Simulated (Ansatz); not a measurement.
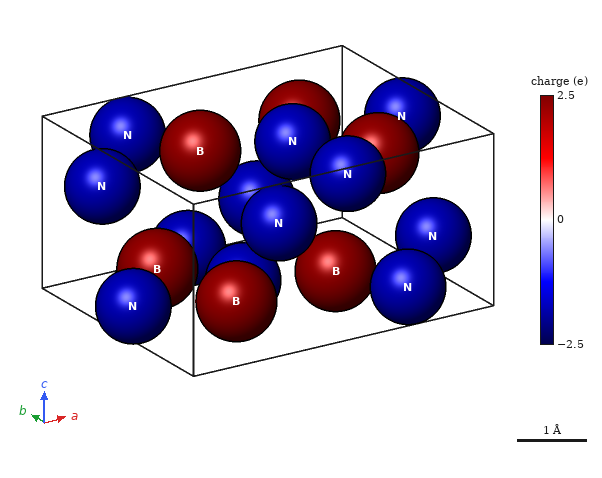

Spheres-only drawing of the structure, looking slightly off an axis. The lines enclose the simulation cell; boundary atoms appear with their images. The atoms of this B3N4 cell are coloured by their Bader charge.

All computed values are from Ansatz, DFT, PAW plane waves, r2SCAN. Settings: a 500 eV plane-wave basis, a 5×5×12 k-point mesh, Fermi-Dirac smearing of 0.1 eV, no spin polarisation.

What charges do the elements carry?

Most positive: B; most negative: N. Charges: about B +2.3 e; N -1.7 e.

The model is a generated cell, made by putting these elements into a known structure type (the compound may or may not exist in this form); its atoms and cell weren't optimised. It was the input of a calculation with Ansatz.

At this level of theory the cell isn't at rest (forces up to 1.2 eV/Å), so its distances can differ from those at equilibrium, the more so the softer the solid.
